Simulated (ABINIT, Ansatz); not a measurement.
# Converging GW for CdWO4 (P2/c) in ABINIT

Aim: raise bands and screening cutoff together for CdWO4 (P2/c) and follow gap and time.

Method: LDA and many-body steps on it, plane waves, in ABINIT 10.8.3.

**1. The structure**

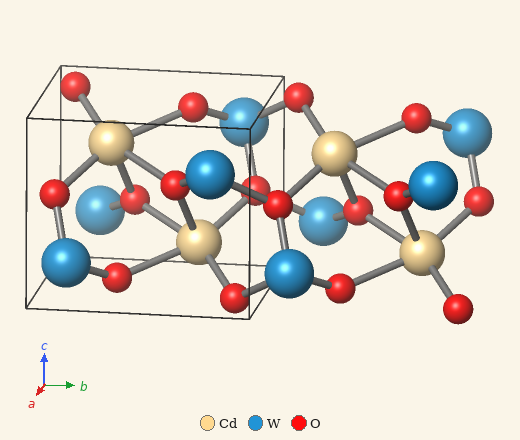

The starting structure, seen slightly off an axis (cadmium orange, tungsten blue, oxygen red). 1×2×1 cells are drawn. Some periodic images of atoms are drawn too.

The cell and positions come from the Crystallography Open Database and are kept as given unless a step says otherwise. Spin-orbit coupling is left out unless a step names it.

**2. Empty states on the mesh, 2×2×2 mesh, 281 bands**

This step: ABINIT 10.8.3; DFT, LDA, plane waves, norm-conserving pseudopotentials.

The sums over transitions need many empty states on a uniform mesh; this step solves for them.

Input file run.abi:

```
acell 3*1.0 Angstrom
rprim 
  5.040000000000 -0.000000000000 -0.000000000000
  -0.000000000000 5.870100000000 -0.000000000000
  -0.130957318200 -0.000000000000 5.082413107100
ntypat 3
znucl 48 74 8
natom 12
typat 1 1 2 2 3 3 3 3 3 3 3 3
xred 
  0.500000000000 0.697290000000 0.250000000000
  0.500000000000 0.302710000000 0.750000000000
  0.000000000000 0.178550000000 0.250000000000
  0.000000000000 0.821450000000 0.750000000000
  0.201800000000 0.095500000000 0.950400000000
  0.798200000000 0.095500000000 0.549600000000
  0.798200000000 0.904500000000 0.049600000000
  0.201800000000 0.904500000000 0.450400000000
  0.242000000000 0.370300000000 0.383900000000
  0.758000000000 0.370300000000 0.116100000000
  0.758000000000 0.629700000000 0.616100000000
  0.242000000000 0.629700000000 0.883900000000
pp_dirpath "pseudos"
pseudos "Cd.upf, W.upf, O.upf"
ecut 47
ngkpt 2 2 2
nshiftk 1
shiftk 0 0 0
kptopt 1
chksymbreak 0
iscf -2
irdden 1
istwfk *1
nband 281
nbdbuf 24
tolwfr 1e-09
nstep 60
prtvol 0
indata_prefix "in"
outdata_prefix "out"
tmpdata_prefix "tmp"
```

The run is started by

```bash
$ OMP_NUM_THREADS=1 mpirun -n 4 abinit run.abi > log
```

Numbers of over 12 decimals in the logs are rounded to 6 here.

The program printed:

```text
.Version 10.8.3 of ABINIT. v10.8.2 released Aug 2026.

 Symmetries : space group P2/c (# 13); Bravais mP (primitive monocl.)
[... echo of the input left out ...]
== DATASET  1 ==================================================================
-   mpi_nproc: 4, omp_nthreads: 1 (-1 if OMP is not activated)

--- !DatasetInfo
iteration_state: {dtset: 1, }
dimensions: {natom: 12, nkpt: 8, mband: 281, nsppol: 1, nspinor: 1, nspden: 1, mpw: 15656, }
cutoff_energies: {ecut:  47.0, pawecutdg:  -1.0, }
[...]
2.58525    2.59463    2.60822    2.61104    2.62943    2.64143    2.64188    2.64617
   2.65071    2.66125    2.67131    2.67149    2.68123    2.69222    2.70877    2.72373
   2.73490
 prteigrs : prtvol=0 or 1, do not print more k-points.

== END DATASET(S) ==============================================================
================================================================================

 -outvars: echo values of variables after computation  --------
            nband         281
             nkpt           8
          spgroup          13
 [... the other variables as echoed above ...]

 Calculation completed.
```

The job ended after 16 min (4 MPI ranks of Intel Xeon Platinum 8488C (Sapphire Rapids), shared host; peak memory 1.1 GiB).

Numbers from this step:

```yaml
gap: 2.998 eV
k_of_the_valence_top: 0, 0.5, 0
k_of_the_conduction_bottom: 0, 0.5, 0
least_direct_gap: 2.998 eV
k_points_computed: 8
lowest_point_of_the_top_converged_band_above_the_valence_top: 63.1892 eV
```

On this mesh the gap is 2.998 eV.

The density comes from a self-consistent run that is not shown.

**3. Screening, 2×2×2 mesh, 82 bands, screening to 51.7 eV**

The RPA dielectric matrix is built and inverted for each q.

This step: RPA screening on LDA, plane waves, norm-conserving pseudopotentials.

Edit run.abi of step 2 so:

```diff
@@ -30,10 +30,11 @@
 chksymbreak 0
-iscf -2
-irdden 1
 istwfk *1
-nband 281
-nbdbuf 24
-tolwfr 1e-09
-nstep 60
-prtvol 0
+occopt 1
+irdwfk 1
+optdriver 3
+nband 82
+ecuteps 1.9
+inclvkb 2
+awtr 1
+symchi 1
 indata_prefix "in"
```

The program printed:

```text
.Version 10.8.3 of ABINIT. v10.8.2 released Aug 2026.

 Symmetries : space group P2/c (# 13); Bravais mP (primitive monocl.)
[... echo of the input left out ...]
== DATASET  1 ==================================================================
-   mpi_nproc: 4, omp_nthreads: 1 (-1 if OMP is not activated)

--- !DatasetInfo
iteration_state: {dtset: 1, }
dimensions: {natom: 12, nkpt: 8, mband: 82, nsppol: 1, nspinor: 1, nspden: 1, mpw: 15656, }
cutoff_energies: {ecut:  47.0, pawecutdg:  -1.0, }
electrons: {nelect:   1.16000000E+02, charge:   0.00000000E+00, occopt:   1.00000000E+00, tsmear:   1.00000000E-02, }

 SCREENING: Calculation of the susceptibility and dielectric matrices

 Based on a program developped by R.W. Godby, V. Olevano, G. Onida, and L. Reining.
 Incorporated in ABINIT by V. Olevano, G.-M. Rignanese, and M. Torrent.
.Using double precision arithmetic ; gwpc =  8

[... cell and pseudopotentials left out ...]
--------------------------------------------------------------------------------

 ==== K-mesh for the wavefunctions ====
 Number of points in the irreducible wedge :     8
[... list of points left out ...]
 Together with  4 symmetry operations and time-reversal symmetry
 yields     8 points in the full Brillouin Zone.

 ==== Q-mesh for the screening function ====
 Number of points in the irreducible wedge :     8
[... list of points left out ...]
 Together with  4 symmetry operations and time-reversal symmetry
 yields     8 points in the full Brillouin Zone.

 setmesh: FFT mesh size selected  =    36x   45x   36
          total number of points  =        58320

 vcoul_init : cutoff-mode = AUXILIARY_FUNCTION
 q-points for optical limit:   1
     1)      0.000010    0.000020    0.000030

- screening: taking advantage of time-reversal symmetry
- Maximum band index for partially occupied states nbvw = 58
- Remaining bands to be divided among processors   nbcw = 24
- Number of bands treated by each node ~6

 Number of electrons calculated from density =  116.0000; Expected =  116.0000
 average of density, n =  0.114318
 r_s =    1.2782
 omega_plasma =   32.6147 [eV]

 calculating chi0 at frequencies [eV] :
  1    0.000000E+00    0.000000E+00
  2    0.000000E+00    3.261469E+01

--------------------------------------------------------------------------------
  q-point number  1        q = ( 0.000000, 0.000000, 0.000000) [r.l.u.]
--------------------------------------------------------------------------------
[... chi0 elements left out ...]
 For q-point:  0.000010 0.000020 0.000030
  dielectric constant =   4.6977
  dielectric constant without local fields =   5.2175

  Average fulfillment of the sum rule on Im[epsilon] for q-point    1 :     16.20  [%]
[... wings left out ...]
  q-point number  2        q = ( 0.500000, 0.000000, 0.000000) [r.l.u.]
--------------------------------------------------------------------------------
[... chi0 elements left out ...]
  Average fulfillment of the sum rule on Im[epsilon] for q-point    2 :     21.34  [%]

 [... 6 further q-points ...]
```

The job ended after 1.7 min (4 MPI ranks; peak memory 4.2 GiB; 6.8 min of CPU time).

This step gave:

- ε∞ with local fields, on this mesh, along the program's q direction: 4.698
- the same without local fields: 5.218
- plasma frequency: 32.61 eV
- plane waves in the screening matrix: 131

Local fields lower ε∞ by 10 %. On a Γ-centred mesh this coarse the value itself is usually too large, while a short band sum pulls it down.

**4. 82 bands, 51.7 eV**

The self-energy is evaluated for the states that the input lists, and the levels follow from it, in one-shot runs by the linearised quasiparticle equation.

This step: G0W0 on LDA, plane waves, norm-conserving pseudopotentials.

Edit run.abi of step 3 so:

```diff
@@ -33,8 +33,17 @@
 irdwfk 1
-optdriver 3
+optdriver 4
 nband 82
+gwcalctyp 0
+ecutsigx 47
+symsigma 1
+nkptgw 2
+kptgw 
+  0.0000000000 0.5000000000 0.0000000000
+  0.0000000000 0.0000000000 0.0000000000
+bdgw 
+  57 61
+  57 60
 ecuteps 1.9
-inclvkb 2
-awtr 1
-symchi 1
+irdscr 1
+ppmodel 1
 indata_prefix "in"
```

The program printed:

```text
.Version 10.8.3 of ABINIT. v10.8.2 released Aug 2026.

 Symmetries : space group P2/c (# 13); Bravais mP (primitive monocl.)
[... echo of the input left out ...]
== DATASET  1 ==================================================================
-   mpi_nproc: 4, omp_nthreads: 1 (-1 if OMP is not activated)

--- !DatasetInfo
iteration_state: {dtset: 1, }
dimensions: {natom: 12, nkpt: 8, mband: 82, nsppol: 1, nspinor: 1, nspden: 1, mpw: 15656, }
cutoff_energies: {ecut:  47.0, pawecutdg:  -1.0, }
electrons: {nelect:   1.16000000E+02, charge:   0.00000000E+00, occopt:   1.00000000E+00, tsmear:   1.00000000E-02, }

 SIGMA: Calculation of the GW corrections

 Based on a program developped by R.W. Godby, V. Olevano, G. Onida, and L. Reining.
 Incorporated in ABINIT by V. Olevano, G.-M. Rignanese, and M. Torrent.
.Using double precision arithmetic ; gwpc =  8

[... cell and pseudopotentials left out ...]
--------------------------------------------------------------------------------

 ==== K-mesh for the wavefunctions ====
 Number of points in the irreducible wedge :     8
[... list of points left out ...]
 Together with  4 symmetry operations and time-reversal symmetry
 yields     8 points in the full Brillouin Zone.

 ==== Q-mesh for screening function ====
 Number of points in the irreducible wedge :     8
[... list of points left out ...]
 Together with  4 symmetry operations and time-reversal symmetry
 yields     8 points in the full Brillouin Zone.

 vcoul_init : cutoff-mode = AUXILIARY_FUNCTION
 q-points for optical limit:   1
     1)      0.000010    0.000020    0.000030
 setmesh: FFT mesh size selected  =    60x   72x   60
          total number of points  =       259200

 Number of electrons calculated from density =  116.0000; Expected =  116.0000
 average of density, n =  0.114318
 r_s =    1.2782
 omega_plasma =   32.6147 [eV]

 === KS Band Gaps ===
  >>>> For spin  1
   Minimum direct gap =   2.9976 [eV], located at k-point      :   0.0000  0.5000  0.0000
   Fundamental gap    =   2.9976 [eV], Top of valence bands at :   0.0000  0.5000  0.0000
                                       Bottom of conduction at :   0.0000  0.5000  0.0000
 SIGMA fundamental parameters:
 PLASMON POLE MODEL  1
 number of plane-waves for SigmaX                15641
 number of plane-waves for SigmaC and W            131
 number of plane-waves for wavefunctions         15641
 number of bands                                    82
 number of independent spin polarizations            1
 number of spinorial components                      1
 number of k-points in IBZ                           8
 number of q-points in IBZ                           8
 number of symmetry operations                       4
 number of k-points in BZ                            8
 number of q-points in BZ                            8
 number of frequencies for dSigma/dE                 9
 frequency step for dSigma/dE [eV]                0.25
 number of omega for Sigma on real axis              0
 max omega for Sigma on real axis  [eV]           0.00
 zcut for avoiding poles [eV]                     0.10

 EPSILON^-1 parameters (SCR file):
 dimension of the eps^-1 matrix on file            131
 dimension of the eps^-1 matrix used               131
 number of plane-waves for wavefunctions         15641
 number of bands                                    82
 number of q-points in IBZ                           8
 number of frequencies                               2
 number of real frequencies                          1
 number of imag frequencies                          1

 matrix elements of self-energy operator (all in [eV])

 Perturbative Calculation

--- !SelfEnergy_ee
iteration_state: {dtset: 1, }
kpoint     : [   0.000,    0.500,    0.000, ]
spin       : 1
KS_gap     :    2.998
QP_gap     :    5.595
Delta_QP_KS:    2.597
data: !SigmaeeData |
     Band     E0 <VxcDFT>   SigX SigC(E0)      Z dSigC/dE  Sig(E)    E-E0       E
       57   4.958 -19.439 -24.445   5.001   0.755  -0.324 -19.443  -0.004   4.954
       58   5.524 -20.960 -25.788   4.783   0.769  -0.300 -20.994  -0.035   5.489
       59   8.521 -17.109 -11.449  -2.517   0.816  -0.226 -14.546   2.563  11.084
       60   9.410 -16.657 -11.695  -2.578   0.807  -0.239 -14.732   1.924  11.335
       61   9.411 -18.189 -11.695  -2.578   0.807  -0.239 -15.028   3.161  12.573

--- !SelfEnergy_ee
iteration_state: {dtset: 1, }
kpoint     : [   0.000,    0.000,    0.000, ]
spin       : 1
KS_gap     :    3.643
QP_gap     :    6.162
Delta_QP_KS:    2.520
data: !SigmaeeData |
     Band     E0 <VxcDFT>   SigX SigC(E0)      Z dSigC/dE  Sig(E)    E-E0       E
       57   5.217 -19.763 -24.770   5.012   0.756  -0.322 -19.759   0.004   5.221
       58   5.262 -20.830 -25.536   4.651   0.771  -0.297 -20.873  -0.042   5.219
       59   8.904 -17.169 -11.869  -2.248   0.812  -0.232 -14.692   2.477  11.381
       60   9.354 -18.087 -12.337  -2.534   0.802  -0.246 -15.507   2.580  11.934

== END DATASET(S) ==============================================================
================================================================================

 -outvars: echo values of variables after computation  --------
           etotal      0.0000000000E+00
            nband          82
             nkpt           8
          spgroup          13
 [... the other variables as echoed above ...]

 Calculation completed.
```

Run time: 10 s. Hardware: 4 MPI ranks; peak memory 2.6 GiB; 40 s of CPU time.

Numbers from this step:

```
G0W0 gap on the points computed              : 5.595 eV
starting gap on the mesh                     : 2.998 eV
k of the valence top                         : 0, 0.5, 0
k of the conduction bottom                   : 0, 0.5, 0
Z at the valence top                         : 0.769
Z at the conduction bottom                   : 0.816
least direct G0W0 gap on the computed points : 5.595 eV
```

The gap on the mesh goes from 3.00 eV to 5.59 eV, a correction of +2.60 eV.

**5. Screening, 2×2×2 mesh, 139 bands, screening to 98 eV**

This step: RPA screening on LDA, plane waves, norm-conserving pseudopotentials.

Edit run.abi of step 4 so:

```diff
@@ -33,17 +33,8 @@
 irdwfk 1
-optdriver 4
-nband 82
-gwcalctyp 0
-ecutsigx 47
-symsigma 1
-nkptgw 2
-kptgw 
-  0.0000000000 0.5000000000 0.0000000000
-  0.0000000000 0.0000000000 0.0000000000
-bdgw 
-  57 61
-  57 60
-ecuteps 1.9
-irdscr 1
-ppmodel 1
+optdriver 3
+nband 139
+ecuteps 3.6
+inclvkb 2
+awtr 1
+symchi 1
 indata_prefix "in"
```

The program printed:

```text
.Version 10.8.3 of ABINIT. v10.8.2 released Aug 2026.

 Symmetries : space group P2/c (# 13); Bravais mP (primitive monocl.)
[... echo of the input left out ...]
== DATASET  1 ==================================================================
-   mpi_nproc: 4, omp_nthreads: 1 (-1 if OMP is not activated)

--- !DatasetInfo
iteration_state: {dtset: 1, }
dimensions: {natom: 12, nkpt: 8, mband: 139, nsppol: 1, nspinor: 1, nspden: 1, mpw: 15656, }
cutoff_energies: {ecut:  47.0, pawecutdg:  -1.0, }
electrons: {nelect:   1.16000000E+02, charge:   0.00000000E+00, occopt:   1.00000000E+00, tsmear:   1.00000000E-02, }

 SCREENING: Calculation of the susceptibility and dielectric matrices

 Based on a program developped by R.W. Godby, V. Olevano, G. Onida, and L. Reining.
 Incorporated in ABINIT by V. Olevano, G.-M. Rignanese, and M. Torrent.
.Using double precision arithmetic ; gwpc =  8

[... cell and pseudopotentials left out ...]
--------------------------------------------------------------------------------

 ==== K-mesh for the wavefunctions ====
 Number of points in the irreducible wedge :     8
[... list of points left out ...]
 Together with  4 symmetry operations and time-reversal symmetry
 yields     8 points in the full Brillouin Zone.

 ==== Q-mesh for the screening function ====
 Number of points in the irreducible wedge :     8
[... list of points left out ...]
 Together with  4 symmetry operations and time-reversal symmetry
 yields     8 points in the full Brillouin Zone.

 setmesh: FFT mesh size selected  =    40x   45x   40
          total number of points  =        72000

 vcoul_init : cutoff-mode = AUXILIARY_FUNCTION
 q-points for optical limit:   1
     1)      0.000010    0.000020    0.000030

- screening: taking advantage of time-reversal symmetry
- Maximum band index for partially occupied states nbvw = 58
- Remaining bands to be divided among processors   nbcw = 81
- Number of bands treated by each node ~20

 Number of electrons calculated from density =  116.0000; Expected =  116.0000
 average of density, n =  0.114318
 r_s =    1.2782
 omega_plasma =   32.6147 [eV]

 calculating chi0 at frequencies [eV] :
  1    0.000000E+00    0.000000E+00
  2    0.000000E+00    3.261469E+01

--------------------------------------------------------------------------------
  q-point number  1        q = ( 0.000000, 0.000000, 0.000000) [r.l.u.]
--------------------------------------------------------------------------------
[... chi0 elements left out ...]
 For q-point:  0.000010 0.000020 0.000030
  dielectric constant =   5.0163
  dielectric constant without local fields =   5.6400

  Average fulfillment of the sum rule on Im[epsilon] for q-point    1 :     35.99  [%]
[... wings left out ...]
  q-point number  2        q = ( 0.500000, 0.000000, 0.000000) [r.l.u.]
--------------------------------------------------------------------------------
[... chi0 elements left out ...]
  Average fulfillment of the sum rule on Im[epsilon] for q-point    2 :     42.38  [%]

 [... 6 further q-points ...]
```

Run time: 5.9 min. Hardware: 4 MPI ranks; peak memory 5.1 GiB; 24 min of CPU time.

Numbers from this step:

```
ε∞ with local fields, on this mesh, along the program's q direction : 5.016
the same without local fields                                       : 5.64
plasma frequency                                                    : 32.61 eV
plane waves in the screening matrix                                 : 327
```

[end of part 1 of 2]

[Paths, hosts, dates, memory and timing lines, banners, echoed tables and standing remarks are left out of the program output.]

[Logs are printed without paths, hosts, clocks, repeated set-up lines and the standing remarks that a program may print on its own settings, such as how far it seeks lower states.]

[Runs of the session that timed out or met a known fault of the program may be left out.]

[Hosts, paths, dates, database ids (printed as entryN), source tags and the programs' standing remarks are cut or masked in the printed files.]

[G0W0 gaps are taken among the corrected bands and points alone; a level outside them can change the order at an edge.]

[Where Ansatz stands beside ABINIT at settings called matched, ABINIT's density can come from a denser mesh and the files from another edition; pairs whose starting gaps differed by over 0.03 eV were left out, so agreement reads better than it is.]
